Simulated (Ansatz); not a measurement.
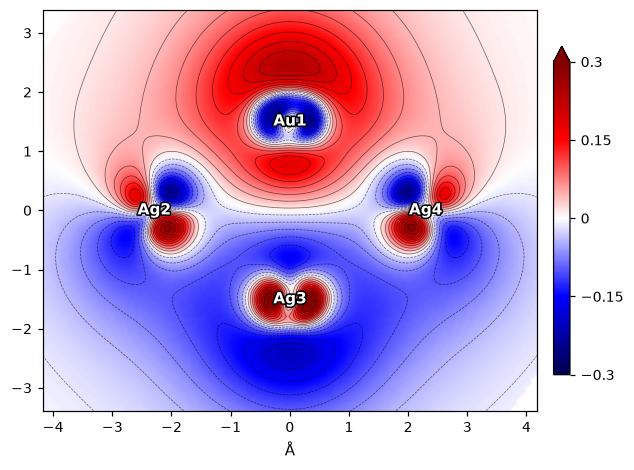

Ag₃Au (triplet). The HOMO (α) on the molecular plane (values in Å⁻³ᐟ²; the overall sign is arbitrary).

Geometry: B3LYP-D4/def2-SVP; core potentials replace the inner electrons of Au and Ag.

The calculation used UKS PBE0-D4/def2-TZVP in Ansatz 0.2.0.

| atom | x (Å) | y (Å) | z (Å) |
| --- | --- | --- | --- |
| Au | 0.8585 | 0.9922 | -0.7324 |
| Ag | 1.8049 | -0.6247 | 1.2691 |
| Ag | -0.8587 | -0.9922 | 0.7327 |
| Ag | -1.8047 | 0.6248 | -1.2694 |

Where does this orbital lie, and at what energy?

Answer. Its weight (Hirshfeld) is mainly on Ag3 (about 40 %), Au1 (about 40 %), Ag2 (about 10 %) and Ag4 (about 10 %); it is symmetric in the molecular plane (an in-plane orbital: σ, lone-pair or in-plane π type). Its energy is −4.83 eV.
